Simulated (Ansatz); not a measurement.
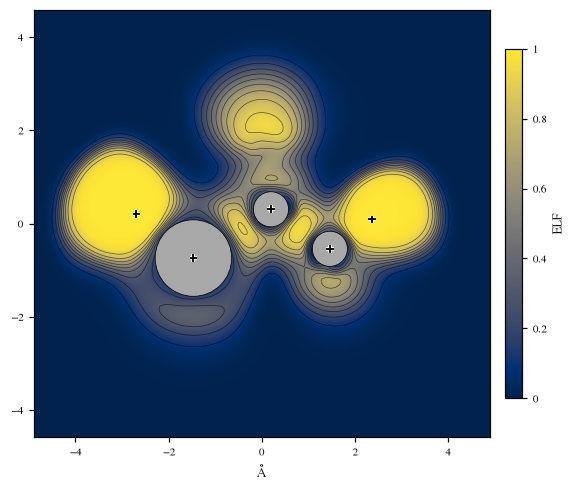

The electron localisation function on a plane through atoms (crosses mark nuclei in the plane; grey discs cover the cores).

Computed with Ansatz, RKS B3LYP-D4/def2-SVP.

Candidates:
A. CH7AlSn
B. C3H9BGe

Q: Which candidate gave the map?

A: Candidate B: C3H9BGe on the plane of atoms C2, Ge3 and H10, which holds C, Ge and H. C–C (1.52 Å): the ELF peaks at about 0.95 between the atoms: a covalent bond. C–Ge (1.97 Å): the ELF peaks at about 0.90 in the valence shell of C, 0.7 Å from its nucleus, and is about 0.70 at the midpoint.
